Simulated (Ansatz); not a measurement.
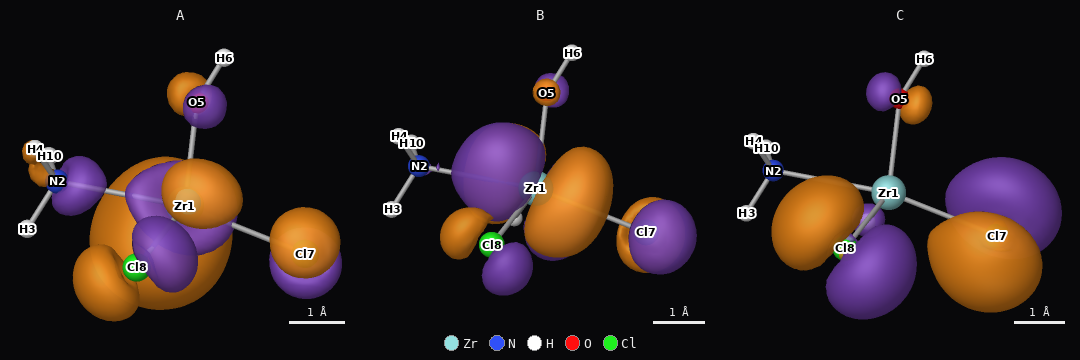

*Cl2H5NOZr. Three frontier orbitals at ±0.1 Å⁻³ᐟ² (orange and purple are the two phases), in no order.*

Core potentials replace the inner electrons of Zr.

All numbers below come from RKS PBE0/def2-SVP in Ansatz 0.2.0.

Input

```
crystal:
  periodic: [false, false, false]
  atoms:
    - { symbol: Zr, position_ang: [-0.039999, 0.42191, -0.533555] }
    - { symbol: "N", position_ang: [0.361345, -0.051096, 2.804657] }
    - { symbol: H, position_ang: [-0.42901, -0.318225, 3.388443] }
    - { symbol: H, position_ang: [1.195442, -0.073602, 3.387717] }
    - { symbol: O, position_ang: [1.743498, -0.135585, -0.781027] }
    - { symbol: H, position_ang: [2.576048, -0.565522, -0.984669] }
    - { symbol: Cl, position_ang: [-0.634972, 1.712629, -2.39339] }
    - { symbol: Cl, position_ang: [-1.668339, -1.256128, -0.24373] }
    - { symbol: H, position_ang: [-0.045379, 1.68437, 0.820707] }
    - { symbol: H, position_ang: [0.209464, 0.934948, 2.513946] }
basis:
  gaussian: { orbitals: def2-SVP }
hamiltonian:
  xc: pbe0
relax:
  f_tol: 0.03
  max_steps: 50
output:
  orbitals: {}
```

Run with:

```sh
ansatz run input.yaml --threads 4 --pin off --max-ram 5120MiB --backend cpu --events-out ev --progress --plain --runs-dir out
```

The fields are those of the run's last geometry, not of the input's.

Q: Order the three orbitals by energy and name them.

A: C is the HOMO−1 (−8.36 eV). It lies mainly on Cl7 (about 55 %) and Cl8 (about 35 %); largely a combination of lone pairs on Cl7 and Cl8. A is the HOMO (−7.64 eV). It lies mainly on H9 (about 45 %), Zr1 (about 35 %), Cl8 (about 10 %) and Cl7 (about 5 %). B is the LUMO (−1.16 eV). By Hirshfeld shares it lies mainly on Zr1 (about 70 %), Cl7 (about 10 %) and Cl8 (about 5 %).

Q: What is the HOMO–LUMO gap?

A: 6.48 eV between the orbital energies.
